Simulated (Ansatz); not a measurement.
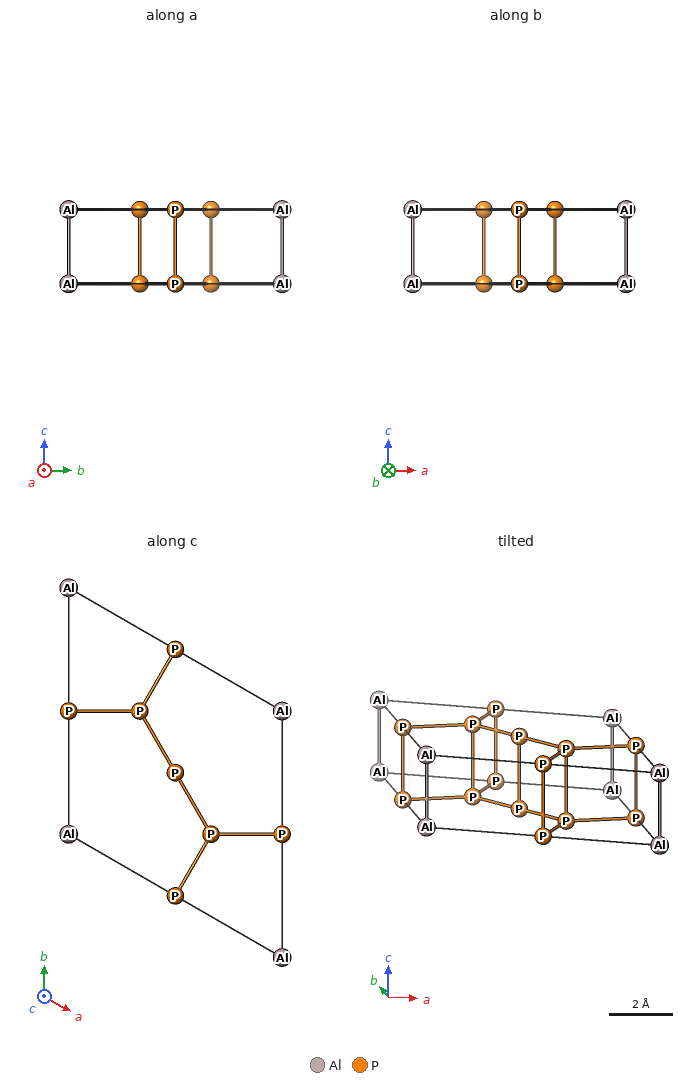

Crystal structure, ball-and-stick style, seen along the a axis, along the b axis, along the c axis and slightly off an axis. The frame is the conventional unit cell; atoms at its boundary are shown with their periodic copies.

Lattice parameters: a = 7.9204 Å, b = 7.9204 Å, c = 2.3871 Å, α = 90.000°, β = 90.000°, γ = 120.000°.

Convert the drawing into a CIF in P1 with every atom of the cell.

Answer.
```cif
data_structure
_symmetry_space_group_name_H-M 'P 1'
_symmetry_Int_Tables_number 1
_cell_length_a 7.9204
_cell_length_b 7.9204
_cell_length_c 2.3871
_cell_angle_alpha 90.000
_cell_angle_beta 90.000
_cell_angle_gamma 120.000
_cell_volume 129.69
loop_
_atom_site_label
_atom_site_type_symbol
_atom_site_fract_x
_atom_site_fract_y
_atom_site_fract_z
_atom_site_occupancy
Al1 Al 0.0000 0.0000 0.0000 1
P1 P 0.5000 0.0000 0.0000 1
P2 P 0.0000 0.5000 0.0000 1
P3 P 0.5000 0.5000 0.0000 1
P4 P 0.3333 0.6667 0.0000 1
P5 P 0.6667 0.3333 0.0000 1
```

The initial geometry was a random cell made by a generator, so it need not be a real form of the compound. Earlier steps of the study may have refined or changed the cell and positions. Ansatz was used for an electronic-structure calculation on it.
